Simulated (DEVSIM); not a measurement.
Structure: Schottky contact on n-type Ge, at 300 K.

| layer (left to right) | material | thickness (μm) | Nd (cm⁻³) | τn (s) | τp (s) |
|---|---|---|---|---|---|
| 1 | Ge | 1.30 | 9.2e15 | 0.00076 | 0.00076 |

Left contact: Schottky, work function 4.33 eV, emission velocity 5.5e6 cm/s. Right contact: ohmic. Voltage is applied to the left contact. Recombination: SRH at mid-gap, radiative. Mobility is μmin + (μ − μmin)/(1 + (N/Nref)^α).

Constants are typed, rounded textbook-type inputs, not results; the design itself was drawn at random and stands for no fabricated device. Values at 300 K.

| parameter | Ge |
|---|---|
| gap (eV) | 0.664 |
| affinity (eV) | 4 |
| permittivity | 16 |
| Nc (cm⁻³) | 1.04e19 |
| Nv (cm⁻³) | 6e18 |
| μn (cm²/Vs) | 3900 |
| μp (cm²/Vs) | 1900 |
| μn,min | 150 |
| μp,min | 100 |
| Nref,n | 2.6e17 |
| Nref,p | 4e17 |
| αn | 0.56 |
| αp | 0.6 |
| B (cm³/s) | 6.4e-14 |

DEVSIM, 1D drift-diffusion, Boltzmann statistics, complete ionisation; no tunnelling, impact ionisation, image-force lowering or self-heating. Metal contacts follow the ideal Schottky-Mott rule: no Fermi-level pinning, no interface dipoles.

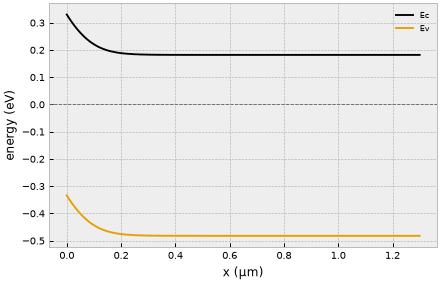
Fig. 1. Band edges at zero bias

Energies count from the Fermi level of the right contact; mesh points crowd at the junctions.

```csv
x (μm),Ec (eV),Ev (eV),n (cm⁻³),p (cm⁻³),field (V/cm)
0.000,0.330,-0.334,3.0e13,1.5e13,-16000
0.007900,0.318,-0.346,4.8e13,9.1e12,-15000
0.02003,0.300,-0.364,9.5e13,4.6e12,-14000
0.03427,0.281,-0.383,2.0e14,2.2e12,-12000
0.06277,0.250,-0.414,6.6e14,6.7e11,-9600
0.09054,0.227,-0.437,1.6e15,2.7e11,-7000
0.1271,0.206,-0.458,3.5e15,1.2e11,-4300
0.2003,0.188,-0.476,7.2e15,6.1e10,-1200
0.2715,0.183,-0.481,8.7e15,5.0e10,-320
0.3810,0.182,-0.482,9.1e15,4.8e10,-36
0.5095,0.182,-0.482,9.2e15,4.8e10,≈ 0
0.7481,0.182,-0.482,9.2e15,4.7e10,≈ 0
0.8868,0.182,-0.482,9.2e15,4.7e10,≈ 0
0.9921,0.182,-0.482,9.2e15,4.7e10,≈ 0
1.100,0.182,-0.482,9.2e15,4.7e10,≈ 0
1.154,0.182,-0.482,9.2e15,4.7e10,≈ 0
1.200,0.182,-0.482,9.2e15,4.7e10,≈ 0
1.230,0.182,-0.482,9.2e15,4.7e10,≈ 0
1.261,0.182,-0.482,9.2e15,4.7e10,≈ 0
1.276,0.182,-0.482,9.2e15,4.7e10,≈ 0
1.288,0.182,-0.482,9.2e15,4.7e10,≈ 0
1.300,0.182,-0.482,9.2e15,4.7e10,≈ 0
```
